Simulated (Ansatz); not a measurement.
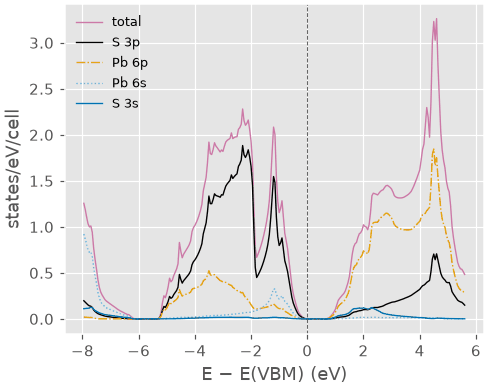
Figure: Total and projected density of states of PbS (rock salt, space group No. 225), plane-wave PAW r²SCAN+D4 (Ansatz code)

Which orbitals carry the states next to the gap?

Top 1 eV of the valence band: S 3p 68 %, Pb 6s 21 %, Pb 6p 9 %. Bottom 1 eV of the conduction band: Pb 6p 69 %, S 3s 16 %, S 3p 9 %. Projections are on Löwdin-orthogonalised atomic valence shells; empty p or d shells of many metals are not among them.

Where is the tallest occupied peak in this window, and what makes it?

Near -2.3 eV, about 2.3 states/eV per cell; the largest projected share is S 3p.

Space group Fm-3m (rock salt). The cell was relaxed with r²SCAN+D4 under the symmetry of its start. Scalar-relativistic: spin–orbit coupling is off unless named, which matters more the heavier the elements.

Potentials: the later of the program's two PAW sets.
